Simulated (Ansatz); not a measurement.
**Molecular dynamics of AlH4OF (part 5 of 5)**

AlH4OF; RKS B3LYP-D4/def2-SVP (Ansatz 0.2.0). It belongs to a series of runs on one base structure; here: dynamics from the highest image of the converged band.

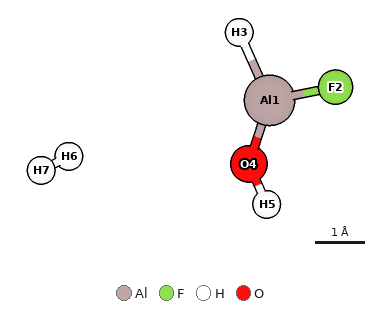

**Figure 1.** The geometry at step 172 of the log (ball-and-stick view, seen at a tilt; atoms are numbered from 1 in the order of the input).

Trajectory as extended XYZ, continued
```
7
Properties=species:S:1:pos:R:3:forces:R:3 step=143 time_fs=71.5 energy=-11423.14406 temperature=1819.4
Al   -0.1172    0.1304    0.1903   -0.8066   0.0756  -1.2102
F     0.1229   -0.1047    1.8401   -0.2092   0.0653  -0.6545
H     0.9916    0.6994   -0.8234   -0.1254  -0.2747   0.6003
O    -1.6354   -0.1354   -0.6940    1.1098   0.3789   1.5161
H    -2.4431   -0.0539   -0.1618    0.0291  -0.2340  -0.2506
H    -0.6112    4.6524   -0.3735   -0.6659   1.4368   0.8356
H    -0.9175    5.3123    0.0117    0.6682  -1.4478  -0.8366
7
Properties=species:S:1:pos:R:3:forces:R:3 step=145 time_fs=72.5 energy=-11423.08065 temperature=1723.6
Al   -0.1198    0.1313    0.2012   -0.8147   0.0187  -1.8131
F     0.1237   -0.1105    1.8280   -0.1481   0.0133  -0.0519
H     0.9900    0.6500   -0.8270   -0.0458  -0.1854   0.5684
O    -1.6298   -0.1357   -0.6974   -0.0645   0.5301   2.3569
H    -2.4426   -0.0393   -0.1201    1.0709  -0.3667  -1.0591
H    -0.6262    4.7017   -0.3864   -0.7702   1.7052   0.9016
H    -0.9366    5.3877   -0.0220    0.7724  -1.7151  -0.9027
7
Properties=species:S:1:pos:R:3:forces:R:3 step=147 time_fs=73.5 energy=-11423.07085 temperature=1707.6
Al   -0.1226    0.1322    0.2114   -0.8467  -0.0339  -2.4238
F     0.1244   -0.1163    1.8159   -0.0791  -0.0528   0.5967
H     0.9880    0.5987   -0.8252    0.0589  -0.0888   0.5027
O    -1.6242   -0.1355   -0.6994   -0.6070   0.6325   2.8209
H    -2.4323   -0.0282   -0.0883    1.4721  -0.4489  -1.4952
H    -0.6483    4.7668   -0.3910   -0.5674   1.2898   0.6144
H    -0.9485    5.4471   -0.0641    0.5692  -1.2979  -0.6156
7
Properties=species:S:1:pos:R:3:forces:R:3 step=149 time_fs=74.5 energy=-11423.08342 temperature=1723.9
Al   -0.1258    0.1331    0.2207   -0.8842  -0.0763  -3.0309
F     0.1251   -0.1222    1.8041   -0.0055  -0.1305   1.2702
H     0.9866    0.5466   -0.8185    0.1800   0.0080   0.4111
O    -1.6190   -0.1351   -0.6997   -0.5456   0.6620   2.8485
H    -2.4082   -0.0213   -0.0706    1.2538  -0.4567  -1.4976
H    -0.6757    4.8438   -0.3898    0.0011   0.0020  -0.0051
H    -0.9552    5.4947   -0.1119    0.0004  -0.0085   0.0039
7
Properties=species:S:1:pos:R:3:forces:R:3 step=150 time_fs=75.0 energy=-11423.06363 temperature=1693.3
Al   -0.1275    0.1335    0.2250   -0.8977  -0.0923  -3.3264
F     0.1254   -0.1252    1.7984    0.0317  -0.1725   1.6074
H     0.9865    0.5205   -0.8136    0.2429   0.0543   0.3591
O    -1.6165   -0.1347   -0.6992   -0.3017   0.6448   2.6853
H    -2.3914   -0.0195   -0.0672    0.9235  -0.4284  -1.3243
H    -0.6898    4.8832   -0.3889    0.3859  -0.9072  -0.3675
H    -0.9581    5.5175   -0.1362   -0.3845   0.9013   0.3664
7
Properties=species:S:1:pos:R:3:forces:R:3 step=152 time_fs=76.0 energy=-11422.98164 temperature=1570.4
Al   -0.1311    0.1343    0.2326   -0.8987  -0.1124  -3.8808
F     0.1261   -0.1312    1.7877    0.1038  -0.2586   2.2606
H     0.9881    0.4689   -0.8015    0.3629   0.1383   0.2519
O    -1.6116   -0.1336   -0.6971    0.5798   0.5422   1.9846
H    -2.3524   -0.0189   -0.0691   -0.1489  -0.3046  -0.6152
H    -0.7144    4.9534   -0.3903    0.9484  -2.3096  -0.7864
H    -0.9676    5.5717   -0.1815   -0.9473   2.3047   0.7854
7
Properties=species:S:1:pos:R:3:forces:R:3 step=154 time_fs=77.0 energy=-11422.94911 temperature=1517.6
Al   -0.1351    0.1351    0.2389   -0.8493  -0.1165  -4.3529
F     0.1269   -0.1373    1.7781    0.1689  -0.3414   2.8523
H     0.9932    0.4185   -0.7869    0.4592   0.2068   0.1528
O    -1.6064   -0.1322   -0.6937    1.7452   0.3794   0.9359
H    -2.3150   -0.0211   -0.0768   -1.5251  -0.1243   0.4130
H    -0.7304    5.0029   -0.3988    0.6675  -1.6770  -0.4730
H    -0.9857    5.6466   -0.2197   -0.6664   1.6730   0.4718
7
Properties=species:S:1:pos:R:3:forces:R:3 step=156 time_fs=78.0 energy=-11422.91074 temperature=1458.1
Al   -0.1393    0.1359    0.2436   -0.7355  -0.1077  -4.6987
F     0.1277   -0.1436    1.7700    0.2222  -0.4122   3.3422
H     1.0027    0.3701   -0.7709    0.5133   0.2573   0.0758
O    -1.6001   -0.1306   -0.6898    2.4447   0.2727   0.1585
H    -2.2920   -0.0246   -0.0806   -2.4457  -0.0067   1.1235
H    -0.7403    5.0370   -0.4116   -0.0647   0.1748   0.0329
H    -1.0098    5.7367   -0.2535    0.0656  -0.1781  -0.0342
7
Properties=species:S:1:pos:R:3:forces:R:3 step=158 time_fs=79.0 energy=-11422.85105 temperature=1368.0
Al   -0.1439    0.1366    0.2466   -0.5443  -0.0930  -4.8790
F     0.1287   -0.1500    1.7636    0.2585  -0.4627   3.6938
H     1.0170    0.3242   -0.7541    0.5112   0.2911   0.0304
O    -1.5924   -0.1288   -0.6858    1.9200   0.3276   0.3150
H    -2.2916   -0.0282   -0.0744   -2.1464  -0.0603   0.8411
H    -0.7507    5.0725   -0.4244   -0.5647   1.5113   0.2683
H    -1.0334    5.8255   -0.2875    0.5656  -1.5140  -0.2696
7
Properties=species:S:1:pos:R:3:forces:R:3 step=160 time_fs=80.0 energy=-11422.83926 temperature=1349.5
Al   -0.1486    0.1373    0.2479   -0.2594  -0.0829  -4.8680
F     0.1298   -0.1568    1.7590    0.2712  -0.4855   3.8796
H     1.0362    0.2811   -0.7369    0.4479   0.3129   0.0190
O    -1.5836   -0.1268   -0.6816    0.4496   0.4712   1.1383
H    -2.3111   -0.0325   -0.0605   -0.9099  -0.2134  -0.1676
H    -0.7662    5.1219   -0.4347   -0.7133   1.9519   0.2717
H    -1.0519    5.9004   -0.3239    0.7141  -1.9542  -0.2729
7
Properties=species:S:1:pos:R:3:forces:R:3 step=162 time_fs=81.0 energy=-11422.87152 temperature=1398.6
Al   -0.1534    0.1379    0.2474    0.1315  -0.0889  -4.6590
F     0.1310   -0.1638    1.7564    0.2538  -0.4761   3.8870
H     1.0596    0.2409   -0.7196    0.3293   0.3294   0.0362
O    -1.5745   -0.1245   -0.6766   -1.0803   0.5634   1.8518
H    -2.3393   -0.0388   -0.0482    0.3651  -0.3262  -1.1148
H    -0.7885    5.1895   -0.4425   -0.5743   1.6095   0.1613
H    -1.0636    5.9570   -0.3629    0.5749  -1.6112  -0.1625
7
Properties=species:S:1:pos:R:3:forces:R:3 step=164 time_fs=82.0 energy=-11422.90777 temperature=1452.8
Al   -0.1581    0.1386    0.2453    0.6250  -0.1186  -4.2642
F     0.1323   -0.1710    1.7558    0.2035  -0.4335   3.7216
H     1.0862    0.2039   -0.7020    0.1716   0.3464   0.0705
O    -1.5660   -0.1219   -0.6706   -2.1712   0.5593   2.0880
H    -2.3644   -0.0482   -0.0463    1.1706  -0.3524  -1.6149
H    -0.8160    5.2720   -0.4488   -0.1164   0.3407   0.0163
H    -1.0701    5.9988   -0.4034    0.1170  -0.3418  -0.0173
7
Properties=species:S:1:pos:R:3:forces:R:3 step=166 time_fs=83.0 energy=-11422.89150 temperature=1429.5
Al   -0.1627    0.1391    0.2416    1.1966  -0.1749  -3.7103
F     0.1338   -0.1784    1.7571    0.1223  -0.3606   3.4062
H     1.1144    0.1702   -0.6836   -0.0038   0.3673   0.1071
O    -1.5588   -0.1189   -0.6633   -2.7089   0.4805   1.8447
H    -2.3786   -0.0609   -0.0596    1.3933  -0.3115  -1.6469
H    -0.8445    5.3572   -0.4548    0.5485  -1.6079  -0.0295
H    -1.0756    6.0377   -0.4441   -0.5481   1.6071   0.0287
7
Properties=species:S:1:pos:R:3:forces:R:3 step=168 time_fs=84.0 energy=-11422.90318 temperature=1450.3
Al   -0.1668    0.1396    0.2367    1.8042  -0.2556  -3.0339
F     0.1353   -0.1860    1.7601    0.0167  -0.2632   2.9753
H     1.1426    0.1401   -0.6643   -0.1753   0.3925   0.1327
O    -1.5533   -0.1157   -0.6550   -2.6371   0.3628   1.1826
H    -2.3798   -0.0765   -0.0883    0.9912  -0.2360  -1.2560
H    -0.8680    5.4277   -0.4610    0.8329  -2.5274   0.0866
H    -1.0861    6.0915   -0.4847   -0.8326   2.5268  -0.0873
7
Properties=species:S:1:pos:R:3:forces:R:3 step=170 time_fs=85.0 energy=-11423.00985 temperature=1609.0
Al   -0.1702    0.1401    0.2306    2.3967  -0.3544  -2.2742
F     0.1368   -0.1938    1.7646   -0.1036  -0.1491   2.4687
H     1.1691    0.1137   -0.6436   -0.3248   0.4203   0.1372
O    -1.5493   -0.1122   -0.6459   -1.8996   0.2494   0.1750
H    -2.3719   -0.0945   -0.1289   -0.0690  -0.1660  -0.5061
H    -0.8840    5.4755   -0.4665    0.3784  -1.1828   0.0989
H    -1.1041    6.1679   -0.5260   -0.3781   1.1826  -0.0995
7
Properties=species:S:1:pos:R:3:forces:R:3 step=172 time_fs=86.0 energy=-11423.01816 temperature=1622.8
Al   -0.1728    0.1404    0.2238    2.9252  -0.4622  -1.4660
F     0.1383   -0.2016    1.7703   -0.2278  -0.0266   1.9262
H     1.1925    0.0913   -0.6217   -0.4378   0.4477   0.1146
O    -1.5464   -0.1086   -0.6367   -0.7644   0.1922  -0.9086
H    -2.3650   -0.1140   -0.1743   -1.4955  -0.1511   0.3343
H    -0.8964    5.5123   -0.4711   -0.2178   0.7139  -0.0954
H    -1.1256    6.2553   -0.5681    0.2181  -0.7138   0.0948
7
Properties=species:S:1:pos:R:3:forces:R:3 step=174 time_fs=87.0 energy=-11422.94176 temperature=1509.6
Al   -0.1744    0.1405    0.2164    3.3556  -0.5691  -0.6374
F     0.1396   -0.2094    1.7771   -0.3458   0.0964   1.3829
H     1.2118    0.0732   -0.5987   -0.5035   0.4713   0.0628
O    -1.5440   -0.1049   -0.6281   -0.2112   0.1912  -1.5141
H    -2.3720   -0.1350   -0.2167   -2.2953  -0.1900   0.7062
H    -0.9108    5.5554   -0.4767   -0.5315   1.7785  -0.3037
H    -1.1452    6.3364   -0.6094    0.5318  -1.7783   0.3032
7
Properties=species:S:1:pos:R:3:forces:R:3 step=176 time_fs=88.0 energy=-11422.94574 temperature=1514.9
Al   -0.1747    0.1404    0.2087    3.6703  -0.6680   0.1806
F     0.1408   -0.2172    1.7845   -0.4512   0.2134   0.8661
H     1.2263    0.0596   -0.5752   -0.5148   0.4886  -0.0163
O    -1.5418   -0.1010   -0.6203   -1.1173   0.1376  -1.3878
H    -2.4000   -0.1578   -0.2528   -1.5872  -0.1719   0.3578
H    -0.9301    5.6149   -0.4851   -0.5682   1.9504  -0.4046
H    -1.1599    6.4011   -0.6478    0.5684  -1.9502   0.4042
7
Properties=species:S:1:pos:R:3:forces:R:3 step=178 time_fs=89.0 energy=-11423.00956 temperature=1610.1
Al   -0.1738    0.1401    0.2012    3.8500  -0.7589   0.9437
F     0.1418   -0.2249    1.7924   -0.5408   0.3200   0.3924
H     1.2358    0.0507   -0.5517   -0.4696   0.4984  -0.1176
O    -1.5403   -0.0971   -0.6134   -2.9055  -0.0352  -0.9909
H    -2.4426   -0.1822   -0.2857    0.0659  -0.0246  -0.2273
H    -0.9546    5.6927   -0.4973   -0.3706   1.3098  -0.3217
H    -1.1693    6.4475   -0.6824    0.3708  -1.3094   0.3214
7
Properties=species:S:1:pos:R:3:forces:R:3 step=180 time_fs=90.0 energy=-11423.00620 temperature=1603.8
Al   -0.1715    0.1395    0.1940    3.8611  -0.8473   1.5994
F     0.1424   -0.2324    1.8004   -0.6139   0.4135  -0.0310
H     1.2409    0.0465   -0.5295   -0.3710   0.5008  -0.2342
O    -1.5406   -0.0932   -0.6071   -4.3912  -0.2466  -0.7682
H    -2.4847   -0.2068   -0.3206    1.5149   0.1792  -0.5658
H    -0.9826    5.7824   -0.5123    0.0711  -0.2521   0.0728
H    -1.1753    6.4820   -0.7141   -0.0710   0.2524  -0.0729
7
Properties=species:S:1:pos:R:3:forces:R:3 step=182 time_fs=91.0 energy=-11422.91439 temperature=1467.1
Al   -0.1678    0.1386    0.1873    3.6706  -0.9396   2.1054
F     0.1428   -0.2397    1.8085   -0.6702   0.4929  -0.4026
H     1.2425    0.0471   -0.5094   -0.2276   0.4971  -0.3576
O    -1.5434   -0.0895   -0.6012   -4.9940  -0.3894  -0.7549
H    -2.5128   -0.2297   -0.3607    2.2211   0.3387  -0.5901
H    -1.0099    5.8695   -0.5265    0.5484  -2.0638   0.7001
H    -1.1820    6.5191   -0.7467   -0.5483   2.0641  -0.7002
7
Properties=species:S:1:pos:R:3:forces:R:3 step=184 time_fs=92.0 energy=-11422.92079 temperature=1477.4
Al   -0.1628    0.1374    0.1814    3.2723  -1.0387   2.4437
F     0.1428   -0.2468    1.8164   -0.7097   0.5580  -0.7249
H     1.2420    0.0525   -0.4928   -0.0561   0.4892  -0.4780
O    -1.5493   -0.0859   -0.5958   -4.5873  -0.3929  -0.8364
H    -2.5201   -0.2494   -0.4063    2.0808   0.3840  -0.4044
H    -1.0322    5.9379   -0.5343    0.5580  -2.1960   0.8679
H    -1.1937    6.5749   -0.7858   -0.5580   2.1964  -0.8679
7
Properties=species:S:1:pos:R:3:forces:R:3 step=186 time_fs=93.0 energy=-11423.03176 temperature=1642.6
Al   -0.1566    0.1358    0.1764    2.7015  -1.1418   2.6236
F     0.1425   -0.2536    1.8239   -0.7326   0.6094  -1.0025
H     1.2409    0.0626   -0.4808    0.1181   0.4795  -0.5830
O    -1.5578   -0.0827   -0.5909   -3.1413  -0.1992  -0.9128
H    -2.5081   -0.2655   -0.4557    1.0543   0.2517  -0.1254
H    -1.0494    5.9865   -0.5343    0.1224  -0.5008   0.2264
H    -1.2104    6.6506   -0.8326   -0.1224   0.5012  -0.2263
7
Properties=species:S:1:pos:R:3:forces:R:3 step=188 time_fs=94.0 energy=-11423.03107 temperature=1643.0
Al   -0.1494    0.1338    0.1723    2.0352  -1.2411   2.6758
F     0.1418   -0.2601    1.8308   -0.7388   0.6481  -1.2398
H     1.2409    0.0773   -0.4743    0.2629   0.4696  -0.6588
O    -1.5682   -0.0795   -0.5866   -0.8654   0.2099  -0.8789
H    -2.4864   -0.2794   -0.5064   -0.6939  -0.0870   0.1016
H    -1.0655    6.0301   -0.5322   -0.2493   1.0760  -0.5344
H    -1.2284    6.7311   -0.8815    0.2493  -1.0756   0.5345
7
Properties=species:S:1:pos:R:3:forces:R:3 step=190 time_fs=95.0 energy=-11422.95398 temperature=1528.9
Al   -0.1416    0.1314    0.1692    1.3746  -1.3260   2.6395
F     0.1407   -0.2662    1.8372   -0.7282   0.6747  -1.4390
H     1.2434    0.0964   -0.4741    0.3463   0.4597  -0.6920
O    -1.5792   -0.0762   -0.5828    1.2273   0.6563  -0.6390
H    -2.4713   -0.2941   -0.5562   -2.2200  -0.4651   0.1304
H    -1.0837    6.0835   -0.5350   -0.3912   1.7553  -0.9521
H    -1.2441    6.8020   -0.9255    0.3911  -1.7549   0.9523
7
Properties=species:S:1:pos:R:3:forces:R:3 step=192 time_fs=96.0 energy=-11422.97608 temperature=1562.7
Al   -0.1332    0.1285    0.1670    0.8086  -1.3879   2.5446
F     0.1392   -0.2720    1.8428   -0.7014   0.6897  -1.6013
H     1.2491    0.1200   -0.4805    0.3456   0.4472  -0.6726
O    -1.5895   -0.0725   -0.5793    1.6758   0.7465  -0.3107
H    -2.4763   -0.3131   -0.6048   -2.1286  -0.4958   0.0398
H    -1.1056    6.1533   -0.5466   -0.3551   1.6611  -0.9758
H    -1.2561    6.8564   -0.9606    0.3550  -1.6607   0.9760
7
Properties=species:S:1:pos:R:3:forces:R:3 step=194 time_fs=97.0 energy=-11423.08077 temperature=1719.2
Al   -0.1246    0.1250    0.1657    0.3727  -1.4225   2.3963
F     0.1374   -0.2774    1.8476   -0.6606   0.6943  -1.7282
H     1.2581    0.1478   -0.4933    0.2553   0.4275  -0.5978
O    -1.5988   -0.0683   -0.5761    0.5442   0.3801  -0.1690
H    -2.5008   -0.3365   -0.6530   -0.5114  -0.0797   0.0984
H    -1.1308    6.2385   -0.5674   -0.1641   0.8056  -0.5121
H    -1.2649    6.8955   -0.9867    0.1640  -0.8053   0.5123
7
Properties=species:S:1:pos:R:3:forces:R:3 step=196 time_fs=98.0 energy=-11423.08264 temperature=1721.7
Al   -0.1158    0.1211    0.1652    0.0445  -1.4271   2.1855
F     0.1353   -0.2825    1.8516   -0.6096   0.6897  -1.8229
H     1.2695    0.1797   -0.5118    0.0897   0.3955  -0.4741
O    -1.6078   -0.0640   -0.5729   -0.7254  -0.0967  -0.2269
H    -2.5301   -0.3606   -0.7001    1.2008   0.4384   0.3382
H    -1.1576    6.3309   -0.5926    0.1485  -0.7725   0.5403
H    -1.2721    6.9273   -1.0082   -0.1486   0.7727  -0.5402
7
Properties=species:S:1:pos:R:3:forces:R:3 step=198 time_fs=99.0 energy=-11422.98639 temperature=1579.6
Al   -0.1070    0.1167    0.1656   -0.2230  -1.3993   1.9095
F     0.1328   -0.2873    1.8546   -0.5526   0.6773  -1.8881
H     1.2817    0.2154   -0.5348   -0.1205   0.3474  -0.3154
O    -1.6172   -0.0597   -0.5699   -1.2556  -0.3955  -0.2947
H    -2.5485   -0.3807   -0.7440    2.1518   0.7701   0.5885
H    -1.1829    6.4161   -0.6127    0.3622  -2.0361   1.5646
H    -1.2808    6.9663   -1.0350   -0.3623   2.0362  -1.5644
7
Properties=species:S:1:pos:R:3:forces:R:3 step=200 time_fs=100.0 energy=-11423.00893 temperature=1612.0
Al   -0.0983    0.1118    0.1666   -0.4721  -1.3370   1.5812
F     0.1301   -0.2917    1.8566   -0.4927   0.6578  -1.9253
H     1.2928    0.2544   -0.5608   -0.3394   0.2828  -0.1395
O    -1.6273   -0.0556   -0.5671   -0.9174  -0.4264  -0.2213
H    -2.5467   -0.3935   -0.7823    2.2218   0.8228   0.7048
H    -1.2050    6.4830   -0.6187    0.2396  -1.4785   1.2521
H    -1.2926    7.0236   -1.0758   -0.2397   1.4786  -1.2520
```

The run was set up as follows.

Input
```yaml
crystal:
  periodic: [false, false, false]
  atoms:
    - { symbol: Al, position_ang: [-0.109725, 0.31235, -0.040785] }
    - { symbol: F, position_ang: [0.028104, 0.152723, 1.909075] }
    - { symbol: H, position_ang: [1.228703, -0.171833, -0.710819] }
    - { symbol: O, position_ang: [-1.666532, -0.202294, -0.498711] }
    - { symbol: H, position_ang: [-1.906009, -0.906761, -1.105217] }
    - { symbol: H, position_ang: [-0.159196, 1.866923, 0.606638] }
    - { symbol: H, position_ang: [-0.063844, 1.161791, 1.649517] }
basis:
  gaussian: { orbitals: def2-SVP }
hamiltonian:
  xc: b3lyp
  dispersion: d4
md:
  timestep: 0.5
  n_steps: 200
  ensemble: nve
  temperature: 300.0
  initial_velocities: maxwell_boltzmann
  seed: 9300
```

Launch command:
```bash
ansatz run input.yaml --threads 1 --pin off --max-ram 2048MiB --backend cpu --events-out ev --progress --plain --runs-dir out
```

Summary

```tsv
quantity	value
outcome	finished
mean temperature over the second half	1562 K
trajectory	200 steps, 100 fs
ensemble	nve
temperature in the input	300.0 K
time step	0.5 fs
potential energy (last step)	−11423.0092 eV
mean-field energy (last step)	−11422.9167 eV
largest force (length of the vector) (last step)	2.472 eV/Å
hardware	1 thread of Intel Xeon (Sapphire Rapids), 32 GiB of memory available, shared host
wall time	4.7 min
peak memory	0.13 GiB
```

So short a trajectory is not equilibrated.
